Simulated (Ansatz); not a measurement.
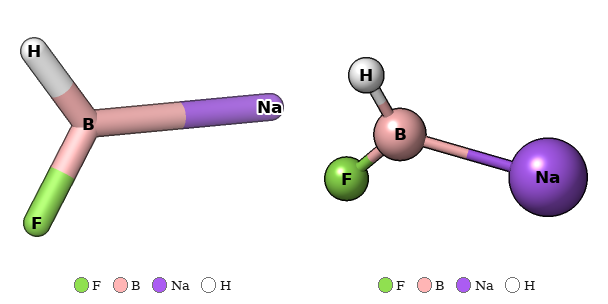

Two views of one molecule.

Computed geometry: PBE0-D4/def2-TZVP optimisation. No frequency run is at hand to confirm it as a minimum.

What does the picture show?

Formula BFHNa. The point group is Cs. All atoms lie on one plane. Coordination: 1 B trigonal planar.

The parts below concern this one geometry. Atoms keep their numbers from picture to picture.

Dipole moment

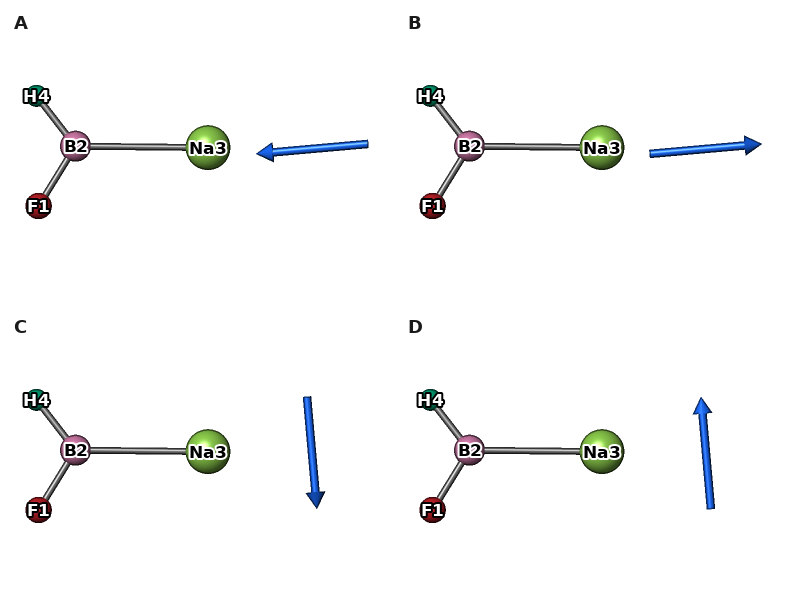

The same molecule four times, each with an arrow. No frequency run is at hand to confirm it as a minimum. Method: RKS PBE0-D4/def2-TZVP (Ansatz 0.2.0).

Question: Which arrow points along the dipole moment, from the negative to the positive end?

Answer: B. The dipole moment is 5.67 D; it points from the side of F1, H4 to the side of Na3 (the outermost atoms at the two ends).

Electronic properties

No frequency run is at hand to confirm it as a minimum. Properties computed with RKS PBE0-D4/def2-TZVPP (Ansatz 0.2.0).

What does the calculation give?

- HOMO energy (Kohn–Sham orbital): −4.51 eV
- LUMO energy (Kohn–Sham orbital): −1.29 eV
- HOMO–LUMO gap: 3.22 eV

Charges

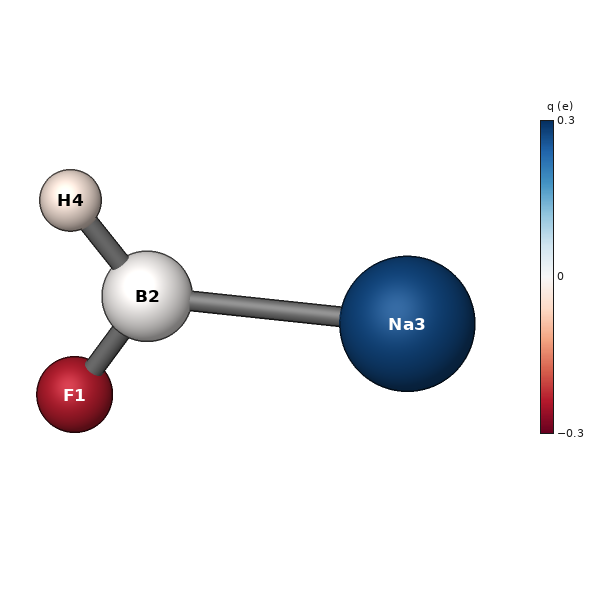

Atoms are coloured by their Mulliken charges. No frequency run is at hand to confirm it as a minimum. Properties computed with RKS PBE0-D4/def2-TZVP (Ansatz 0.2.0).

Give the Mulliken charges atom by atom.

```json
{"atom": "F1", "value (e)": "−0.24"}
{"atom": "B2", "value (e)": "−0.01"}
{"atom": "Na3", "value (e)": "0.28"}
{"atom": "H4", "value (e)": "−0.03"}
```

Mulliken values depend strongly on the basis set and can even reverse the polarity of a bond.
